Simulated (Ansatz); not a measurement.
**RPA@PBE0/cc-pVDZ run of C4H4Si (SMILES C#C[SiH2]C#C)**

Aim: the vertical singlet–triplet gap of C4H4Si at RPA@PBE0/cc-pVDZ, from 2 runs. 

The calculation is run with Ansatz 0.2.0.

42 further runs of the same task are left out: 42 set aside as unsound or not needed.

### Step 1. Starting point

C4H4Si: 9 atoms, total charge 0, spin state singlet. SMILES: `C#C[SiH2]C#C`. The coordinates come from a PBE0-D4/def2-TZVP relaxation.

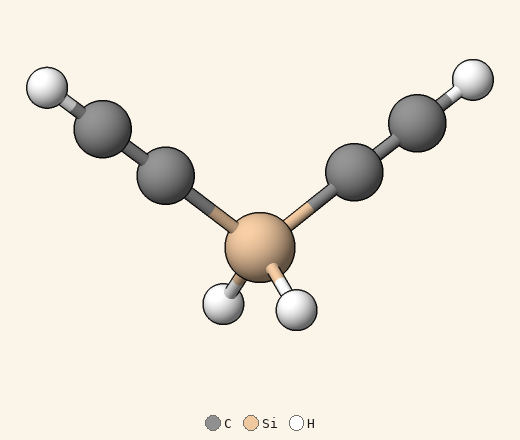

The structure, seen from a chosen angle (carbon grey, silicon light orange, hydrogen white).

### Step 2. A single-point energy at RPA@PBE0/cc-pVDZ

input.yaml

```yaml
crystal:
  periodic: [false, false, false]
  atoms:
    - {symbol: C, position_ang: [1.986100, -0.068000, 1.693000]}
    - {symbol: C, position_ang: [1.245000, -0.318200, 0.775800]}
    - {symbol: Si, position_ang: [0.139500, -0.713800, -0.616400]}
    - {symbol: C, position_ang: [-1.252900, 0.459600, -0.648400]}
    - {symbol: C, position_ang: [-2.180600, 1.228700, -0.681700]}
    - {symbol: H, position_ang: [2.639600, 0.155600, 2.505100]}
    - {symbol: H, position_ang: [0.896100, -0.611400, -1.885800]}
    - {symbol: H, position_ang: [-0.384600, -2.089300, -0.450100]}
    - {symbol: H, position_ang: [-2.999800, 1.910300, -0.708600]}
basis:
  gaussian: {orbitals: cc-pVDZ}
hamiltonian: {xc: {name: PBE0}}
correlation: {method: rpa, frozen_orbitals: {C: 1, H: 0, Si: 5}}
accuracy: high
```

The run is started by

```sh
ansatz run input.yaml --threads 1 --pin off --max-ram 3480MiB --events-out events.jsonl --progress --plain --runs-dir runs
```

Output:

```text
Warning: RAYON_NUM_THREADS=1 ignored (pool sized by the plan → 1); use --threads N
Functional definition: PBE0
  name "PBE0"
  parameter a = 0.25
  parameter kappa = 0.804
  parameter beta = 0.06672455060314922
  exchange = (1 - a)*pbe_x(kappa = kappa, mu = beta*pi^2/3) + a*exact_x
  correlation = pbe_c(beta = beta)
2067 factors; integrals over basis functions are off by at most 4.4e-9 eV
mean field evaluation 1: about -12072.6677 eV, gradient 4.4e1 eV
mean field evaluation 2: about -12073.0278 eV, gradient 4.4e1 eV
mean field evaluation 4: about -12078.3928 eV, gradient 3.7e0 eV
mean field evaluation 8: about -12078.4407 eV, gradient 6.4e-1 eV
mean field evaluation 16: about -12078.4419 eV, gradient 6.7e-5 eV
mean field -12078.44190265 eV, -443.8745528604 hartree, gradient 6.5e-8 eV, S^2 0.000000; 0 other end points of the search recorded, 0 dependent functions left out
9 core orbitals not correlated: weight in the atoms' cores, before any rotation towards them, 1.000 or more for the frozen orbitals, at most 0.000 for the correlated occupied ones
reference -12043.93381805 eV, -442.6064041418 hartree; 12, 12 occupied and 73, 73 virtual orbitals, 2067 factors
Total energy: -12067.27493853 eV, -443.4641744982 hartree
```

It took 5.1 s on 1 thread of AMD EPYC 9R45 (Zen 5), shared host; peak memory 0.34 GiB.

### Step 3. The triplet

input.yaml: that of step 2 with these lines changed.

```diff
@@ -13,5 +13,12 @@
 basis:
-  gaussian: {orbitals: cc-pVDZ}
-hamiltonian: {xc: {name: PBE0}}
-correlation: {method: rpa, frozen_orbitals: {C: 1, H: 0, Si: 5}}
+  gaussian:
+    orbitals: cc-pVDZ
+correlation:
+  method: rpa
+  frozen_orbitals: {C: 1, H: 0, Si: 5}
 accuracy: high
+magnetization:
+  spin_polarized: true
+  initial_magnetization: 2
+hamiltonian:
+  xc: pbe0
```

The run is started by

```sh
ansatz run input.yaml --threads 1 --pin off --max-ram 3480MiB --events-out events.jsonl --progress --plain --runs-dir runs
```

Output (excerpt; [...] marks lines left out):

```text
Warning: RAYON_NUM_THREADS=1 ignored (pool sized by the plan → 1); use --threads N
[... 2 set-up lines as earlier in the session ...]
[...]
2067 factors; integrals over basis functions are off by at most 4.4e-9 eV
[...]
mean field -12073.27694574 eV, -443.6847441948 hartree, gradient 5.0e-8 eV, S^2 2.006584; 6 other end points of the search recorded, 0 dependent functions left out
9 core orbitals not correlated: weight in the atoms' cores, before any rotation towards them, 1.000 or more for the frozen orbitals, at most 0.000 for the correlated occupied ones
reference -12039.38117189 eV, -442.4390974812 hartree; 13, 11 occupied and 72, 74 virtual orbitals, 2067 factors
Total energy: -12061.72210880 eV, -443.2601117695 hartree
```

Run time: 52 s. Hardware: 1 thread of AMD EPYC 9R45 (Zen 5), shared host; peak memory 0.62 GiB.

### Step 4. Outcome

At RPA@PBE0/cc-pVDZ, 9 core orbitals frozen:

| quantity | value |
| --- | --- |
| singlet: total energy | -443.46417 Eh |
| singlet: RPA correlation energy (valence) | -857.8 mEh |
| triplet: total energy | -443.26011 Eh |
| triplet: RPA correlation energy (valence) | -821.0 mEh |
| triplet: ⟨S²⟩ of the reference determinant | 2.007 |
| vertical energy of the triplet above the singlet | 5.553 eV |

In words: At this shape the triplet lies 5.55 eV (128 kcal/mol) above the singlet.
